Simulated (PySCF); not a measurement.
# F$_{6}$Mo, SMILES `F[Mo](F)(F)(F)(F)F`: electronic structure

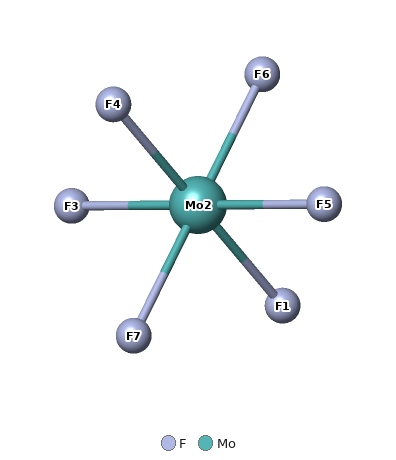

The molecule, with its atoms numbered as below. No frequency check shows the geometry to be a minimum.

Cartesian coordinates (Å):

```
F1       1.0832   -0.6577   -1.1874
Mo2     -0.0000    0.0000   -0.0000
F3      -1.1157    0.4341   -1.2580
F4      -1.0832    0.6577    1.1874
F5       1.1157   -0.4340    1.2581
F6       0.7733    1.5475   -0.1518
F7      -0.7733   -1.5475    0.1517
```

Part 1: Bonding charge

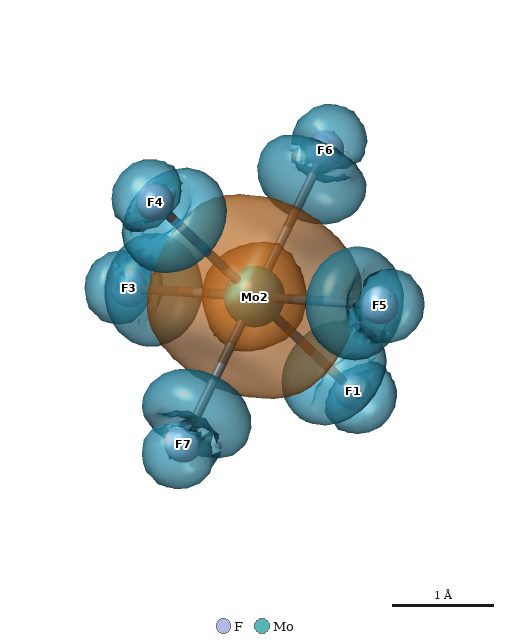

Deformation density (molecule less spherical, spin-averaged free atoms at the same positions), surfaces at ±0.15 e/Å³; light blue: gain, orange: loss.

Level of theory: PBE0/def2-TZVP (PySCF), at a geometry from GFN2-xTB. Core potentials replace the inner electrons of Mo; spin–orbit coupling isn't included. This is a single-reference result, which may miss multireference character in this system.

Question: Describe the bonding that the map shows.

Answer: Mo2–F3, Mo2–F4, Mo2–F7, Mo2–F6 and 2 more like them: +0.02 e/Å³ at the bond critical point (bond length 1.74 Å, Mayer order 0.9); up to 0.6 Å beside the axis the gain reaches +0.34 e/Å³. In all, 1.7 electrons gather in the regions of gain relative to the promolecule. A small or negative value marks a very polar bond, one between electron-rich atoms, whose free-atom densities already overlap strongly, a long bond to a heavier atom, or a closed-shell contact such as a hydrogen bond.

Question: Where do the Hirshfeld charges lie?

Answer: The highest Hirshfeld charge is on Mo2 (+1.11 e), the lowest on F1, F3, F4, F5, F6 and F7 (−0.19 e).

| atom | charge (e) |
| --- | --- |
| F1 | −0.19 |
| Mo2 | +1.11 |
| F3 | −0.19 |
| F4 | −0.18 |
| F5 | −0.19 |
| F6 | −0.19 |
| F7 | −0.19 |

Part 2: Bond critical points

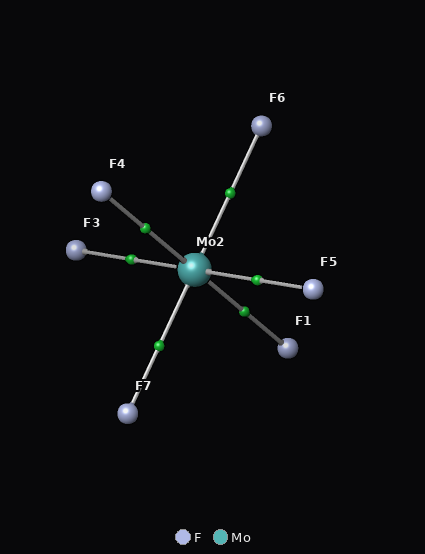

Molecular graph of the electron density (QTAIM): bond paths, bond critical points (green), ring points (magenta, if any); weak paths are dashed.

Question: How many critical points of each kind are there, and does the count close?

Answer: 7 nuclei, 6 bond, 0 ring and 0 cage critical points: 7 − 6 + 0 − 0 = 1, as the Poincaré–Hopf relation requires.

Question: What does the calculation give at each kind of bond critical point?

Answer:
```
            bond  length (Å)  ρ (a.u.)  ∇²ρ (a.u.)     ε  H (a.u.)
Mo2–F3 (6 alike)       1.737     0.215       +1.09  0.00    −0.107
```

Question: What kind of interaction is Mo2–F3?

Answer: Polar or intermediate (positive Laplacian, negative energy density H): ρ = 0.215, ∇²ρ = +1.09, H = −0.107 a.u.

Part 3: Electrostatic potential

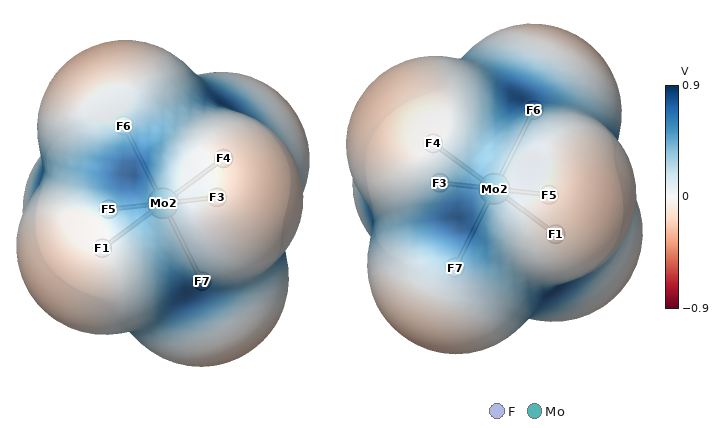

Electrostatic potential on the surface of electron density 0.001 a.u. (back view left, front view right).

Question: Where are the extremes of the potential on the surface?

Answer: Highest: 0.89 V, near F6 (1.88 Å), F5 (1.98 Å) and F1 (1.99 Å), over Mo2 (2.3 Å). Lowest: −0.21 V, 1.6 Å from F4, and at like points elsewhere. The surface is sampled at points, so like sites can differ by a few per cent and only the strongest of them is named.

Question: What volume does the surface enclose, and what is the dipole moment?

Answer: About 100 Å³; the dipole moment is 0.0 D.

Part 4: In an electric field

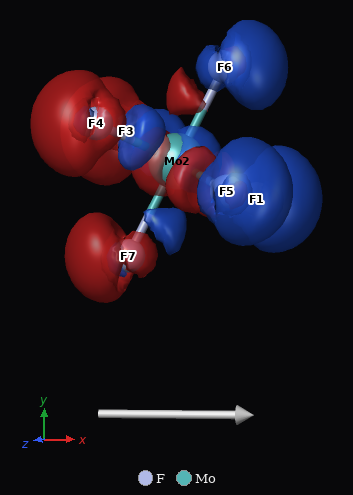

Change of the electron density in a uniform field of 0.21 V/Å along +x (arrow), surfaces at ±0.0015 e/Å³ (red: gain, blue: loss).

Level of theory: PBE0/def2-TZVP (PySCF), at a geometry from GFN2-xTB. Core potentials replace the inner electrons of Mo; spin–orbit coupling isn't included. This is a single-reference result, which may miss multireference character in this system. A basis without diffuse functions makes polarisabilities too small.

Question: How large is the response?

Answer: The induced dipole is 0.41 D (along the field); α along this axis, from the fields in both directions, is 40 bohr³ (5.9 Å³).

Question: Which atoms gain and lose the most charge?

Answer: Electrons gather most on F3 and F4 alike (Hirshfeld charge changes by −0.009 e) and leave F1 and F5 alike most (+0.009 e); 0.038 electrons are displaced in all.
